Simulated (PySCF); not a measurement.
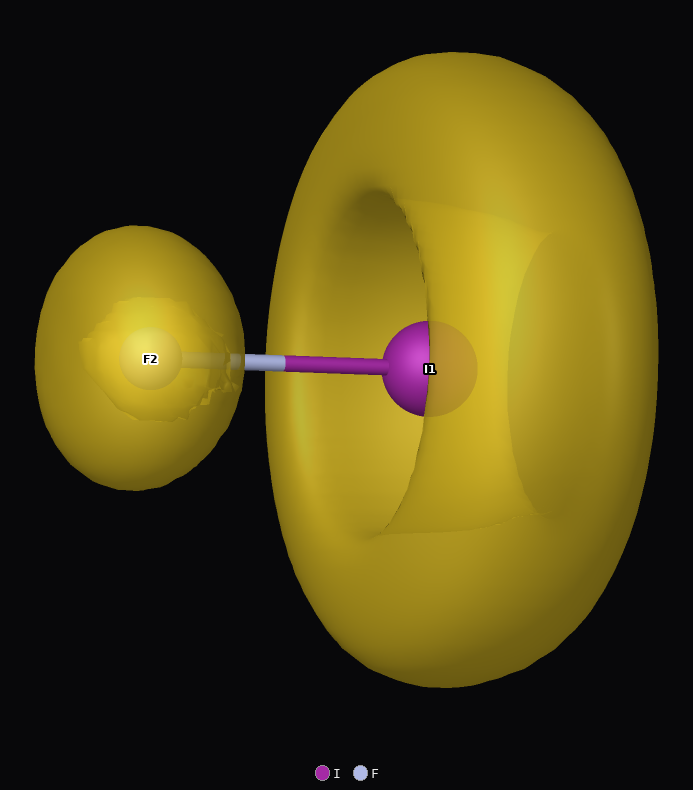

Figure. IF. Isosurface of the ELF at 0.75 (yellow), seen from one side. Core shells and regions of very low density are left out.

Core potentials replace the inner electrons of I.

Theory: PySCF 2.14.0, PBE0/cc-pVTZ(-PP), non-relativistic Hamiltonian with scalar-relativistic core potentials where named, at a bond length of 1.924 Å.

```xyz
2

I     0.0000    0.0000   -0.2505
F     0.0000    0.0000    1.6735
```

What do the ELF domains correspond to?

The ELF exceeds this value in one ring or bowl of non-bonding electrons around I and one region wrapped around F (its lone pairs, merged into a ring or cap).

Values along the shortest contacts:
I–F (1.92 Å): the ELF peaks at about 0.80 in the valence shell of F, 0.6 Å from its nucleus, and drops to about 0.15 between the two atoms.
